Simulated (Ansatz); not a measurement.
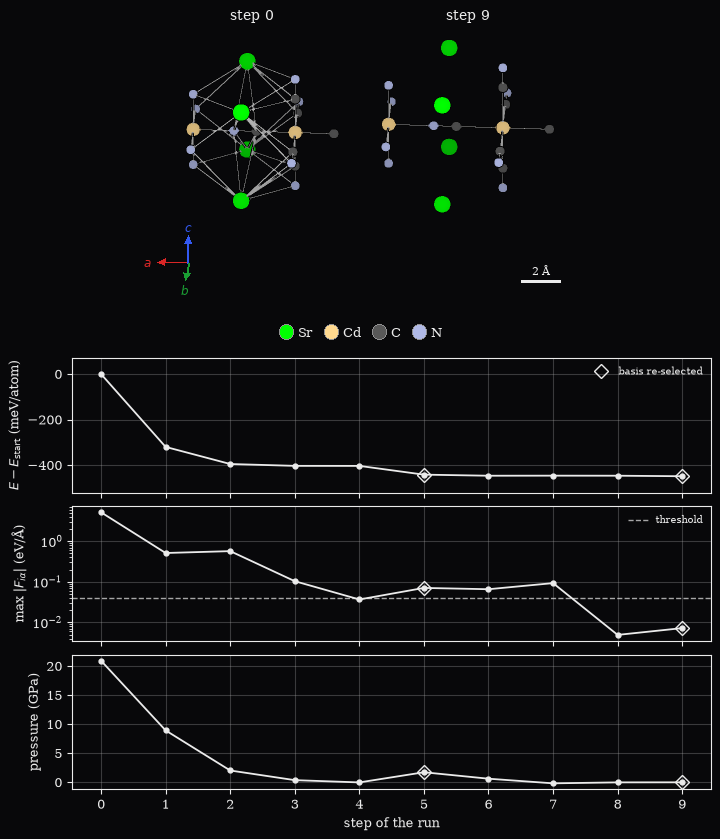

First and last geometry of a relaxation of solid SrCdC₃N₃ (a generated structure, set up in Fm-3m) (coarse preliminary run), with the history of the run. The picture is a ball-and-stick view of the atoms within 4.2 Å of the atom that moves most (axes of the conventional cell (4 times the calculation's cell) (origin shifted)), seen from a free direction. Lengths and directions refer to the drawn axes.

Theory: DFT PBE, scalar-relativistic, plane waves, PAW (Ansatz). (plane-wave cutoff 420 eV; k-point mesh 4 × 4 × 4; occupations gaussian; smearing width 0.1 eV; no spin polarisation; cell and atoms relaxed; force threshold 0.04 eV/Å; at most 70 steps)

Q: Did the run converge, and what did it change?

A: It converged. Over 7 accepted moves (9 points after the start) the energy falls by 448 meV per atom. Largest force component: 5.2 eV/Å at the start, 0.0072 eV/Å at the end. Pressure: 20.92 GPa at the start and 0.00 GPa at the end. At 2 points the geometry stayed and the basis and grid were re-selected for the new cell (energy shift of 38.4 meV per atom at most each time). The largest moves relative to the cell, 0.16 Å, are those of C atoms. By element the largest moves are C 0.16 Å, N 0.02 Å. Sr and Cd stay in place. The volume changes by +40.6 %, with a = b = c 10.537 → 11.805 Å (+12.0 %). Near-neighbour distances that change, for instance: N–Sr 3.764 → 4.220 Å, C–Sr 3.779 → 4.209 Å, C–Cd 2.001 → 2.405 Å, Cd–N 2.098 → 2.326 Å. The space group stays Fm-3m (No. 225).
